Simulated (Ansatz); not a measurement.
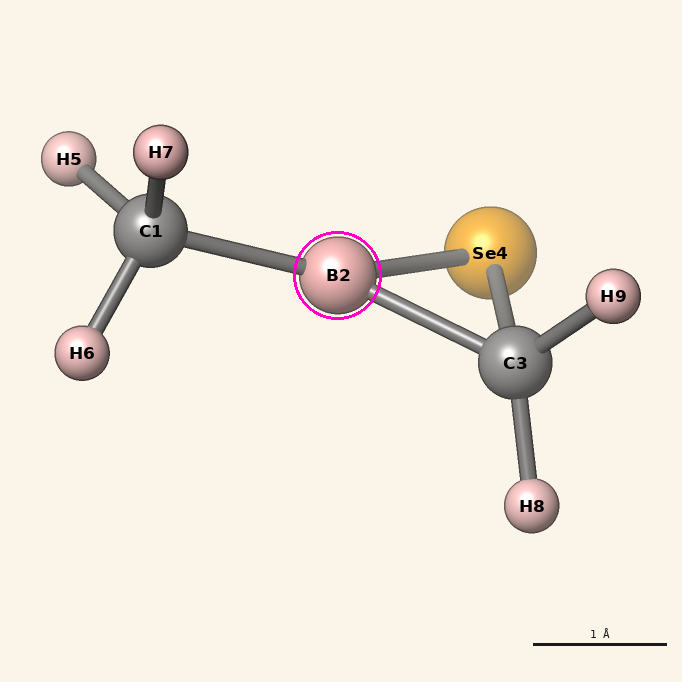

Orthographic view. Distant atoms are faded towards the background colour. Computed geometry: PBE0-D4/def2-TZVP optimisation.

Which atoms are bonded to the circled atom?

Answer. The circled atom is B2; it is bonded to C1, C3, Se4.

Which atom is nearest the viewer?

Answer. H7, 1.1 Å in front of the mean position.

Of C1 and H5, which is nearer the viewer?

Answer. C1; the bond to H5 points away from the viewer, so it looks shorter than its 1.09 Å.

Which atom is farthest from the viewer?

Answer. Se4, 1.8 Å behind the mean position.
